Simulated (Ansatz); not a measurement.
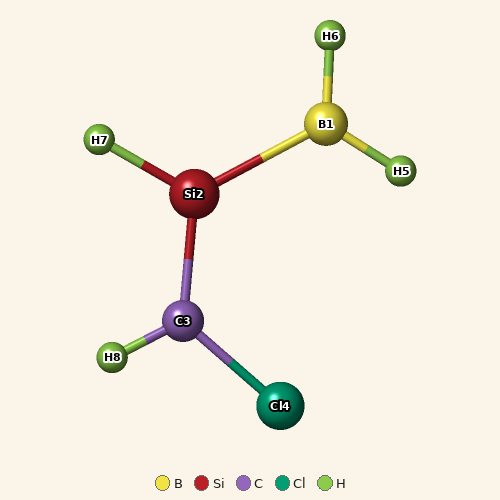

The system is CH₄BClSi, SMILES B[SiH]=CCl; the picture shows the reference structure. The first coordinate is: bond length B1–Si2; the second: dihedral H5–B1–Si2–C3. Nothing is relaxed (all other coordinates rigid). The grid has 15 × 15 points; 120 points were computed and 105 follow by symmetry. Points are written as (first, second). All energies are given in kcal/mol relative to the lowest grid point. Method: Ansatz 0.2.0, RHF/def2-TZVP.

Its coordinates:

```yaml
atoms:
  - { symbol: B, position_ang: [-0.7472, 1.5198, -0.2700] }
  - { symbol: Si, position_ang: [0.4792, 0.1292, 0.4977] }
  - { symbol: C, position_ang: [0.4689, -1.5107, 0.0058] }
  - { symbol: Cl, position_ang: [-0.5686, -2.2041, -1.1934] }
  - { symbol: H, position_ang: [-1.5267, 1.2145, -1.1077] }
  - { symbol: H, position_ang: [-0.7028, 2.6458, 0.1036] }
  - { symbol: H, position_ang: [1.4661, 0.4492, 1.5387] }
  - { symbol: H, position_ang: [1.1310, -2.2437, 0.4255] }
```

Range: bond length B1–Si2 from 1.726 to 2.810 Å; dihedral H5–B1–Si2–C3 from −180 to 156°.

Predict the map.

Answer. The lowest grid point is at (2.035 Å, −180°); the map holds 2 wells of about this depth. The highest grid point, (2.810 Å, −84°), lies 46.1 kcal/mol above the lowest. On the interpolated surface the easiest way out of the lowest well to a well of about the same depth near (2.035 Å, −12°) passes a barrier of about 3.5 kcal/mol, counted from the interpolated bottom of the well. Round the minimum the two coordinates are nearly uncoupled.

```
dihedral H5–B1–Si2–C3 ↓, bond length B1–Si2 →  1.726  1.803  1.881  1.958  2.035  2.113  2.190  2.268  2.345  2.423  2.500  2.577  2.655  2.732  2.810
                                          156   20.2    9.9    3.8    0.9    0.5    2.0    4.7    8.5   13.0   18.0   23.3   28.8   34.4   40.1   45.7
                                          132   23.0   12.2    5.7    2.5    1.8    3.0    5.6    9.2   13.5   18.4   23.6   29.1   34.7   40.3   45.9
                                          108   25.8   14.5    7.5    4.0    3.0    4.0    6.4    9.8   14.0   18.9   24.0   29.3   34.9   40.4   46.0
                                           84   26.6   15.1    8.0    4.4    3.3    4.2    6.5   10.0   14.2   18.9   24.0   29.4   34.9   40.5   46.1
                                           60   24.6   13.5    6.7    3.3    2.5    3.5    6.0    9.5   13.8   18.7   23.8   29.2   34.8   40.3   46.0
                                           36   21.5   10.9    4.6    1.6    1.1    2.4    5.1    8.8   13.2   18.2   23.4   28.9   34.5   40.1   45.8
                                           12   19.3    9.1    3.2    0.4    0.1    1.6    4.4    8.3   12.8   17.8   23.1   28.6   34.3   40.0   45.7
                                          −12   19.3    9.1    3.2    0.4    0.1    1.6    4.4    8.3   12.8   17.8   23.1   28.6   34.3   40.0   45.7
                                          −36   21.5   10.9    4.6    1.6    1.1    2.4    5.1    8.8   13.2   18.2   23.4   28.9   34.5   40.1   45.8
                                          −60   24.6   13.5    6.7    3.3    2.5    3.5    6.0    9.5   13.8   18.7   23.8   29.2   34.8   40.3   46.0
                                          −84   26.6   15.1    8.0    4.4    3.3    4.2    6.5   10.0   14.2   18.9   24.0   29.4   34.9   40.5   46.1
                                         −108   25.8   14.5    7.5    4.0    3.0    4.0    6.4    9.8   14.0   18.9   24.0   29.3   34.9   40.4   46.0
                                         −132   23.0   12.2    5.7    2.5    1.8    3.0    5.6    9.2   13.5   18.4   23.6   29.1   34.7   40.3   45.9
                                         −156   20.2    9.9    3.8    0.9    0.5    2.0    4.7    8.5   13.0   18.0   23.3   28.8   34.4   40.1   45.7
                                         −180   19.0    8.9    3.0    0.3    0.0    1.5    4.4    8.2   12.7   17.8   23.1   28.6   34.3   40.0   45.7
```

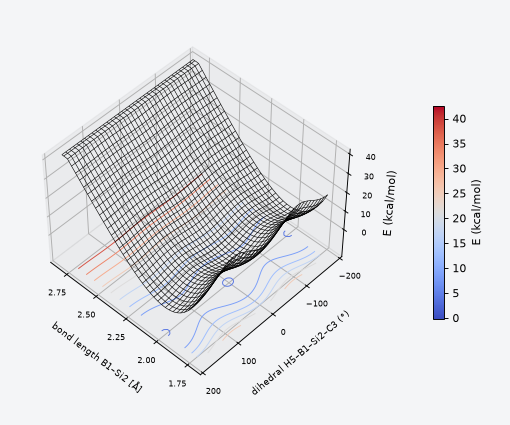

Drawn: a relief with its contours projected below, any walls above the top of the colour scale cut off. Between grid points the surface is interpolated.

Each point was launched as `ansatz run input.yaml --threads 1 --pin off --max-ram 2560MiB --backend cpu --events-out ev --progress --plain --runs-dir out`. Time for the 120 points that were run: 17 min on 1 thread of Arm Neoverse N1, on a shared host.
